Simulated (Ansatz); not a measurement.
# HSE06/def2-TZVPP run of BHF2 (SMILES FBF)

What is the vertical ionisation energy of BHF2 at HSE06/def2-TZVPP? 

The calculation is run with Ansatz 0.2.0.

46 further runs of the same task are left out: 46 set aside as unsound or not needed.

## Step 1: Starting point

BHF2 has 4 atoms, charge 0, and is taken as a singlet. SMILES: `FBF`. The coordinates come from a PBE0-D4/def2-TZVP relaxation.

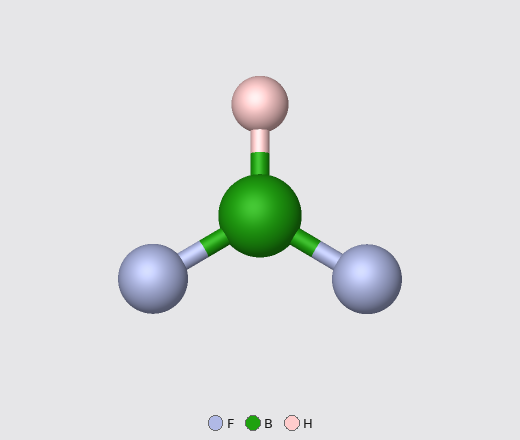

The structure, seen from a chosen angle (fluorine light blue, boron green, hydrogen pink).

## Step 2: A single-point energy at HSE06/def2-TZVPP

Contents of input.yaml:

```yaml
crystal:
  periodic: [false, false, false]
  atoms:
    - {symbol: F, position_ang: [1.154300, 0.456900, -0.361900]}
    - {symbol: B, position_ang: [-0.001900, -0.031000, 0.025200]}
    - {symbol: F, position_ang: [-1.095400, 0.528700, -0.438900]}
    - {symbol: H, position_ang: [-0.057000, -0.954600, 0.775600]}
basis:
  gaussian: {orbitals: def2-TZVPP}
output: {orbitals: {seedname: orbitals}}
hamiltonian: {xc: {name: HSE06}}
accuracy: high
```

Command:

```
$ ansatz run input.yaml --threads 1 --pin off --max-ram 3480MiB --events-out events.jsonl --progress --plain --runs-dir runs
```

Log:

```text
Warning: RAYON_NUM_THREADS=1 ignored (pool sized by the plan → 1); use --threads N
Functional definition: HSE06
  name "HSE06"
  parameter a = 0.25
  parameter omega = 0.11/bohr
  exchange = pbe_x - a*pbe_x_sr(omega) + a*exact_x_sr(omega)
  correlation = pbe_c
1729 factors; integrals over basis functions are off by at most 3.4e-9 eV
67 factors; integrals over basis functions are off by at most 1.8e-9 eV
mean field evaluation 1: about -6123.9508 eV, gradient 3.5e1 eV
mean field evaluation 2: about -6122.3616 eV, gradient 5.0e1 eV
mean field evaluation 4: about -6125.5892 eV, gradient 5.1e-1 eV
mean field evaluation 8: about -6125.5871 eV, gradient 6.2e-3 eV
mean field evaluation 16: about -6125.5871 eV, gradient 1.2e-7 eV
mean field -6125.58706956 eV, -225.1111727343 hartree, gradient 1.3e-8 eV, S^2 0.000000; 0 other end points of the search recorded, 0 dependent functions left out
reference -6125.58707303 eV, -225.1111728619 hartree; 12, 12 occupied and 95, 95 virtual orbitals, 1729 factors
Total energy: -6125.58707303 eV, -225.1111728619 hartree
```

Run time: 6 s. Hardware: 1 thread of Intel Xeon Platinum 8175M at 2.50GHz (Skylake/Cascade Lake), shared host; peak memory 0.27 GiB.

## Step 3: The doublet cation, same level

Contents of molecule.yaml:

```yaml
crystal:
  periodic: [false, false, false]
  atoms:
    - {symbol: F, position_ang: [1.154300, 0.456900, -0.361900]}
    - {symbol: B, position_ang: [-0.001900, -0.031000, 0.025200]}
    - {symbol: F, position_ang: [-1.095400, 0.528700, -0.438900]}
    - {symbol: H, position_ang: [-0.057000, -0.954600, 0.775600]}
basis:
  gaussian: {orbitals: def2-TZVPP}
total_charge: 1
magnetization: {spin_polarized: true, initial_magnetization: 1}
hamiltonian: {xc: {name: HSE06}}
accuracy: high
output: {orbitals: {seedname: orbitals}}
```

Command:

```
$ ansatz run molecule.yaml --threads 1 --pin off --max-ram 3480MiB --events-out events.jsonl --progress --plain --runs-dir runs
```

Log, cut to the lines that bear on the results:

```text
Warning: RAYON_NUM_THREADS=1 ignored (pool sized by the plan → 1); use --threads N
[... 6 set-up lines as earlier in the session ...]
1729 factors; integrals over basis functions are off by at most 3.4e-9 eV
67 factors; integrals over basis functions are off by at most 1.8e-9 eV
mean field evaluation 1: about -6100.3250 eV, gradient 6.3e1 eV
mean field evaluation 2: about -6058.3736 eV, gradient 1.3e2 eV
mean field evaluation 4: about -6111.4190 eV, gradient 6.8e0 eV
mean field evaluation 8: about -6111.6066 eV, gradient 6.2e-1 eV
mean field evaluation 16: about -6111.6084 eV, gradient 1.6e-4 eV
mean field evaluation 32: about -6111.5839 eV, gradient 2.3e0 eV
mean field -6111.60842882 eV, -224.5974671622 hartree, gradient 6.8e-8 eV, S^2 0.756217; 2 other end points of the search recorded, 0 dependent functions left out
reference -6111.60843149 eV, -224.5974672604 hartree; 12, 11 occupied and 95, 96 virtual orbitals, 1729 factors
Total energy: -6111.60843149 eV, -224.5974672604 hartree
```

It took 11 s on 1 thread of Intel Xeon Platinum 8175M at 2.50GHz (Skylake/Cascade Lake), shared host; peak memory 0.34 GiB.

## Step 4: Summary of results

At HSE06/def2-TZVPP:

| quantity | value |
| --- | --- |
| singlet BHF2: total energy | -225.11117 Eh |
| singlet BHF2: HOMO energy | -10.44 eV |
| singlet BHF2: LUMO energy | -0.70 eV |
| singlet BHF2: HOMO–LUMO gap | 9.74 eV |
| doublet cation: total energy | -224.59747 Eh |
| doublet cation: HOMO energy (highest over α and β) | -19.97 eV |
| doublet cation: LUMO energy (lowest over α and β) | -17.46 eV |
| doublet cation: ⟨S²⟩ | 0.756 |
| vertical ionisation energy (to the doublet cation) | 13.979 eV |

In words: The vertical ionisation energy comes to 13.98 eV (322 kcal/mol). The negative HOMO energy of the first species, 10.44 eV, lies 3.54 eV below that difference.
